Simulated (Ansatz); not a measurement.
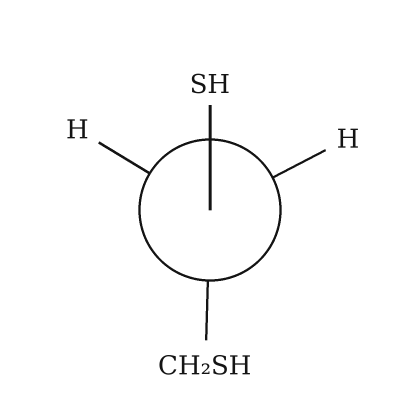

A Newman projection along the S–Si bond, sulfur in front; angles are drawn as computed, but eclipsed bonds slightly apart. Computed geometry: PBE-D4/def2-SVP optimisation. No frequency run is at hand to confirm it as a minimum.

### Which molecule is it?

CH6S3Si, SC[SiH2]SS

### What is the torsion angle from the front SH to the back CH2SH? The sign is positive where the front bond must turn clockwise to cover the back bond.

−178°, antiperiplanar (anti).
